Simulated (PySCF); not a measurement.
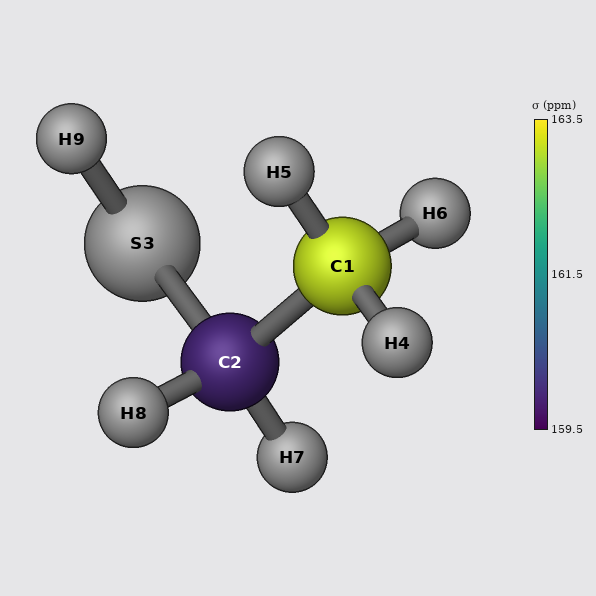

Atoms are coloured by their isotropic NMR shieldings (C only, the others grey). Computed geometry: GFN2-xTB optimisation. No frequency run is at hand to confirm it as a minimum. Level of theory: GIAO PBE0/pcSseg-1 NMR shielding, non-relativistic, gas phase (PySCF 2.14.0).

List the isotropic NMR shieldings of the C atoms.

| atom | σ (ppm) |
| --- | --- |
| C1 | 163.1 |
| C2 | 159.9 |
